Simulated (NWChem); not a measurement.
**the pair GaH2ClO···H2O2: a chain of runs**

Wanted: the energy (singlet GaH4ClO3, M06-2X/def2-SVP), then a single-point energy (singlet GaH2ClO, M06-2X/def2-SVP), then the energy (singlet H2O2, M06-2X/def2-SVP), then a single-point energy (singlet GaH2ClO, M06-2X/def2-SVP), then a single-point energy (singlet H2O2, M06-2X/def2-SVP) of ClGaH4O3 and its partners. 

Program for the calculation: NWChem 7.3.0.

## Step 1: The system as given

The species is GaH4ClO3 (9 atoms), meant as a singlet with charge 0. The two molecules were placed rigidly side by side, at 0.9 times their contact distance; the pair isn't optimised.

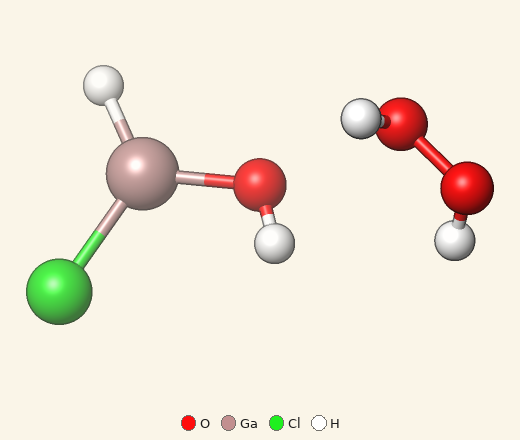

Viewed from a chosen angle; oxygen red, gallium pink, chlorine green, hydrogen white.

## Step 2: A single-point energy at M06-2X/def2-SVP (run 1)

calc.nw reads:

```
start calc
title "ClGaH4O3"
memory 2200 mb
charge 0

geometry units bohr noautosym nocenter noautoz
  O   -2.19661765   1.00295324  -0.92332018
  Ga   0.86927402   0.42110657   0.29196269
  Cl   1.73382372  -3.48061096   0.96924053
  H   -3.17908626  -0.50467026  -1.16029184
  H    2.77260617   2.56122141   0.82240881
  O   -7.36543434   1.52474442  -5.59551685
  O   -5.03096117   2.72908578  -4.99815552
  H   -7.64736258   0.53891210  -4.08753430
  H   -3.91651409   1.95815311  -6.21840837
end

basis "ao basis" spherical bse
  O library def2-SVP
  Ga library def2-SVP
  Cl library def2-SVP
  H library def2-SVP
end

dft
  xc m06-2x
  grid fine
  convergence energy 1e-08
  iterations 100
  mulliken
  noprint "final vectors analysis"
end

task dft energy
```

Launch:

```console
$ nwchem calc.nw > calc.out
```

Log, cut to the lines that bear on the results:

```text
[...]
          Wavefunction type:  closed shell.
          No. of atoms     :     9
          No. of electrons :    76
[...]
          Charge           :     0
          Spin multiplicity:     1
[...]
          AO basis - number of functions:   112
[...]
              XC Information
              --------------
                       M06-2X Method XC Functional
                     Hartree-Fock (Exact) Exchange  0.540
                        M06-2X Exchange Functional  1.000
                      M06-2X Correlation Potential  1.000
[...]
 d= 0,ls=0.0,diis     1  -2612.3176748262 -3.02D+03  1.02D-02  8.75D-01     2.7
[...]
 d= 0,ls=0.0,diis    10  -2612.4219973408 -3.99D-09  8.00D-07  4.71D-09    22.6
         Total DFT energy =    -2612.421997340752
      One electron energy =    -4448.760432489080
           Coulomb energy =     1557.783564845382
    Exchange-Corr. energy =     -130.563528369779
 Nuclear repulsion energy =      409.118398672725
[...]
      Total Density - Mulliken Population Analysis
     ---------------------------------------------
    Atom       Charge   Shell Charges
 -----------   ------   -------------------------------------------------------
    1 O    8     8.49   1.99  1.06  0.69  2.84  1.89  0.01
    2 Ga  31    30.29   2.00  2.00  1.99  0.88  0.05  6.00  5.98  0.82  0.36  8.10  1.82  0.28
    3 Cl  17    17.31   2.00  1.99  1.23  0.73  5.94  2.12  3.30  0.01
    4 H    1     0.80   0.67  0.06  0.07
    5 H    1     1.11   0.70  0.40  0.01
    6 O    8     8.21   1.99  1.10  0.69  2.78  1.63  0.02
    7 O    8     8.19   1.99  1.10  0.70  2.77  1.60  0.02
    8 H    1     0.80   0.68  0.05  0.06
    9 H    1     0.80   0.68  0.06  0.06
[...]
```

Wall time 23 s (1 thread of Intel Xeon Platinum 8559C (Emerald Rapids), shared host); peak memory 0.12 GiB.

## Step 3: GaH2ClO: the energy at M06-2X/def2-SVP (run 2)

mymol.nw reads:

```
start mymol
title "ClGaH2O M06-2X"
memory 2200 mb

geometry noautosym nocenter noautoz
  O     -1.162400     0.530740    -0.488600
  Ga     0.460000     0.222840     0.154500
  Cl     0.917500    -1.841860     0.512900
  H     -1.682300    -0.267060    -0.614000
  H      1.467200     1.355340     0.435200
end

basis spherical bse
  * library def2-SVP
end

dft
  xc m06-2x
  grid fine
  convergence energy 1e-08
  iterations 100
  mulliken
  print low
end

task dft energy
```

Launch:

```console
$ nwchem mymol.nw > mymol.out
```

Log, cut to the lines that bear on the results:

```text
[...]
 d= 0,ls=0.0,diis     1  -2460.9890857127 -2.72D+03  1.42D-02  6.23D-01     1.5
[...]
 d= 0,ls=0.0,diis    10  -2461.0660187797 -7.19D-10  4.14D-07  1.15D-09    11.3
         Total DFT energy =    -2461.066018779739
      One electron energy =    -3933.045405892516
           Coulomb energy =     1329.684846021828
    Exchange-Corr. energy =     -112.760205469915
 Nuclear repulsion energy =      255.054746560864
[...]
      Total Density - Mulliken Population Analysis
     ---------------------------------------------
    Atom       Charge   Shell Charges
 -----------   ------   -------------------------------------------------------
    1 O    8     8.50   1.99  1.06  0.69  2.84  1.91  0.01
    2 Ga  31    30.28   2.00  2.00  1.99  0.88  0.05  6.00  5.98  0.82  0.36  8.10  1.82  0.28
    3 Cl  17    17.31   2.00  1.99  1.23  0.73  5.94  2.12  3.30  0.01
    4 H    1     0.79   0.67  0.06  0.07
    5 H    1     1.12   0.70  0.40  0.01
[...]
```

Run time: 12 s. Hardware: 1 thread of Intel Xeon Platinum 8559C (Emerald Rapids), shared host; peak memory 0.12 GiB.

## Step 4: H2O2: the energy at M06-2X/def2-SVP (run 3)

mol.nw reads:

```
start mol
title "H2O2"
memory stack 880 mb heap 220 mb global 1100 mb

geometry noautosym nocenter noautoz
  O    -3.897620    0.806860   -2.961020
  O    -2.662270    1.444170   -2.644910
  H    -4.046810    0.285180   -2.163030
  H    -2.072530    1.036210   -3.290640
end

basis "ao basis" spherical bse
  O library def2-SVP
  H library def2-SVP
end

dft
  xc m06-2x
  grid fine
  convergence energy 1e-08
  maxiter 100
  mulliken
  noprint "final vectors analysis"
end

task dft energy
```

Launch:

```console
$ nwchem mol.nw > mol.out
```

Log, cut to the lines that bear on the results:

```text
[...]
          Wavefunction type:  closed shell.
          No. of atoms     :     4
          No. of electrons :    18
[...]
          Charge           :     0
          Spin multiplicity:     1
[...]
          AO basis - number of functions:    38
[...]
              XC Information
              --------------
                       M06-2X Method XC Functional
                     Hartree-Fock (Exact) Exchange  0.540
                        M06-2X Exchange Functional  1.000
                      M06-2X Correlation Potential  1.000
[...]
 d= 0,ls=0.0,diis     1   -151.3342088797 -1.89D+02  9.60D-03  2.25D-01     0.3
[...]
 d= 0,ls=0.0,diis     8   -151.3582858152 -1.60D-09  8.81D-07  2.98D-10     1.7
         Total DFT energy =     -151.358285815213
      One electron energy =     -282.195291279058
           Coulomb energy =      111.359446976883
    Exchange-Corr. energy =      -17.805675523170
 Nuclear repulsion energy =       37.283234010131
[...]
      Total Density - Mulliken Population Analysis
     ---------------------------------------------
    Atom       Charge   Shell Charges
 -----------   ------   -------------------------------------------------------
    1 O    8     8.21   1.99  1.10  0.70  2.78  1.62  0.02
    2 O    8     8.21   1.99  1.10  0.70  2.78  1.62  0.02
    3 H    1     0.79   0.68  0.05  0.06
    4 H    1     0.79   0.68  0.05  0.06
[...]
```

Run time: 2.2 s. Hardware: 1 thread of Intel Xeon Platinum 8559C (Emerald Rapids), shared host; peak memory 0.11 GiB.

## Step 5: GaH2ClO among ghost functions: the energy at M06-2X/def2-SVP (with ghost functions) (run 4)

clgah2o.nw reads:

```
start clgah2o
title "ClGaH2O"
memory total 2200 mb
geometry units angstroms noautosym nocenter noautoz
O    -1.162400    0.530740   -0.488600
Ga    0.460000    0.222840    0.154500
Cl    0.917500   -1.841860    0.512900
H    -1.682300   -0.267060   -0.614000
H     1.467200    1.355340    0.435200
bqO     -3.897620     0.806860    -2.961020
bqO     -2.662270     1.444170    -2.644910
bqH     -4.046810     0.285180    -2.163030
bqH     -2.072530     1.036210    -3.290640
end
basis spherical bse
O library def2-SVP
Ga library def2-SVP
Cl library def2-SVP
H library def2-SVP
bqO library O def2-SVP
bqH library H def2-SVP
end
dft
xc m06-2x
mult 1
grid fine
convergence energy 1e-08
iterations 100
mulliken
noprint "final vectors analysis"
end
task dft energy
```

Launch:

```console
$ nwchem clgah2o.nw > clgah2o.out
```

Log, cut to the lines that bear on the results:

```text
[...]
          Wavefunction type:  closed shell.
          No. of atoms     :     9
          No. of electrons :    58
[...]
          Charge           :     0
          Spin multiplicity:     1
[...]
          AO basis - number of functions:   112
[...]
              XC Information
              --------------
                       M06-2X Method XC Functional
                     Hartree-Fock (Exact) Exchange  0.540
                        M06-2X Exchange Functional  1.000
                      M06-2X Correlation Potential  1.000
[...]
 d= 0,ls=0.0,diis     1  -2460.9906338566 -2.72D+03  9.36D-03  6.20D-01     2.7
[...]
 d= 0,ls=0.0,diis    10  -2461.0673409217 -7.34D-10  2.78D-07  1.22D-09    22.5
         Total DFT energy =    -2461.067340921699
      One electron energy =    -3932.987551078183
           Coulomb energy =     1329.622447061259
    Exchange-Corr. energy =     -112.756983465640
 Nuclear repulsion energy =      255.054746560864
[...]
      Total Density - Mulliken Population Analysis
     ---------------------------------------------
    Atom       Charge   Shell Charges
 -----------   ------   -------------------------------------------------------
    1 O    8     8.50   1.99  1.06  0.70  2.84  1.90  0.01
    2 Ga  31    30.28   2.00  2.00  1.99  0.88  0.05  6.00  5.98  0.82  0.36  8.10  1.82  0.28
    3 Cl  17    17.31   2.00  1.99  1.23  0.73  5.94  2.12  3.29  0.01
    4 H    1     0.79   0.67  0.05  0.07
    5 H    1     1.12   0.70  0.40  0.01
    6 X    0    -0.00  -0.00  0.00 -0.00 -0.00 -0.00 -0.00
    7 X    0     0.00   0.00 -0.00  0.00 -0.00  0.00  0.00
    8 X    0     0.00   0.00  0.00 -0.00
    9 X    0     0.00  -0.00  0.01  0.00
[...]
```

Run time: 23 s. Hardware: 1 thread of Intel Xeon Platinum 8559C (Emerald Rapids), shared host; peak memory 0.12 GiB.

## Step 6: H2O2 among ghost functions: the energy at M06-2X/def2-SVP (with ghost functions) (run 5)

h2o2.nw reads:

```
echo
start h2o2
title "H2O2 M06-2X"
memory 2200 mb

geometry units au noautosym nocenter noautoz
 O     -7.36543434     1.52474442    -5.59551685
 O     -5.03096117     2.72908578    -4.99815552
 H     -7.64736258     0.53891210    -4.08753430
 H     -3.91651409     1.95815311    -6.21840837
 bqO     -2.196618     1.002953    -0.923320
 bqGa     0.869274     0.421107     0.291963
 bqCl     1.733824    -3.480611     0.969241
 bqH     -3.179086    -0.504670    -1.160292
 bqH      2.772606     2.561221     0.822409
end

basis spherical bse
 O library def2-SVP
 H library def2-SVP
 bqO library O def2-SVP
 bqGa library Ga def2-SVP
 bqCl library Cl def2-SVP
 bqH library H def2-SVP
end

dft
 xc m06-2x
 grid fine
 convergence energy 1e-08
 iterations 100
 mulliken
 noprint "final vectors analysis"
end

task dft energy
```

Launch:

```console
$ nwchem h2o2.nw > h2o2.out
```

Log, cut to the lines that bear on the results:

```text
[...]
          Wavefunction type:  closed shell.
          No. of atoms     :     9
          No. of electrons :    18
[...]
          Charge           :     0
          Spin multiplicity:     1
[...]
          AO basis - number of functions:   112
[...]
              XC Information
              --------------
                       M06-2X Method XC Functional
                     Hartree-Fock (Exact) Exchange  0.540
                        M06-2X Exchange Functional  1.000
                      M06-2X Correlation Potential  1.000
[...]
 d= 0,ls=0.0,diis     1   -151.3358336072 -1.89D+02  3.27D-03  2.26D-01     1.9
[...]
 d= 0,ls=0.0,diis     8   -151.3600124769 -7.15D-09  7.97D-07  1.40D-09    15.3
         Total DFT energy =     -151.360012476883
      One electron energy =     -282.156360002867
           Coulomb energy =      111.313463011022
    Exchange-Corr. energy =      -17.800346790221
 Nuclear repulsion energy =       37.283231305184
[...]
      Total Density - Mulliken Population Analysis
     ---------------------------------------------
    Atom       Charge   Shell Charges
 -----------   ------   -------------------------------------------------------
    1 O    8     8.21   1.99  1.10  0.69  2.78  1.62  0.02
    2 O    8     8.20   1.99  1.10  0.70  2.78  1.62  0.02
    3 H    1     0.79   0.68  0.05  0.06
    4 H    1     0.79   0.68  0.05  0.06
    5 X    0     0.00   0.00 -0.00 -0.00 -0.00  0.00  0.00
    6 X    0     0.00  -0.00 -0.00 -0.00 -0.00  0.00 -0.00 -0.00  0.00  0.00 -0.00 -0.00  0.00
    7 X    0     0.00  -0.00 -0.00 -0.00  0.00 -0.00 -0.00  0.00 -0.00
    8 X    0     0.01  -0.00  0.01  0.00
    9 X    0    -0.00   0.00 -0.00  0.00
[...]
```

It took 16 s on 1 thread of Intel Xeon Platinum 8559C (Emerald Rapids), shared host; peak memory 0.12 GiB.

## Step 7: What came out

| quantity | value |
| --- | --- |
| run 1, M06-2X/def2-SVP: total energy | -2612.42200 Eh |
| run 1, M06-2X/def2-SVP: dipole moment | 1.49 D |
| GaH2ClO: total energy | -2461.06602 Eh |
| H2O2: total energy | -151.35829 Eh |
| H2O2: dipole moment | 1.92 D |
| GaH2ClO among ghost functions: total energy | -2461.06734 Eh |
| GaH2ClO among ghost functions: dipole moment | 0.28 D |
| H2O2 among ghost functions: total energy | -151.36001 Eh |
| H2O2 among ghost functions: dipole moment | 1.86 D |
| interaction energy of the rigid parts GaH2ClO and H2O2 (parts in their own basis; closest atoms 2.78 Å apart) | 0.063 eV |
| interaction energy of the rigid parts GaH2ClO and H2O2 (parts in the whole basis, counterpoise; closest atoms 2.78 Å apart) | 0.146 eV |

What this shows: The interaction energy of the rigid parts GaH2ClO and H2O2 (parts in their own basis; closest atoms 2.78 Å apart) is 0.06 eV (6.1 kJ/mol): the parts repel at this shape. Without counterpoise this holds the superposition error of the basis. The interaction energy of the rigid parts GaH2ClO and H2O2 (parts in the whole basis, counterpoise; closest atoms 2.78 Å apart) is 0.15 eV (3.4 kcal/mol): the parts repel at this shape. The basis-set superposition error is 8.0 kJ/mol. Mulliken charges (run 1, M06-2X/def2-SVP) run from -0.49 on O1 to +0.71 on Ga2.
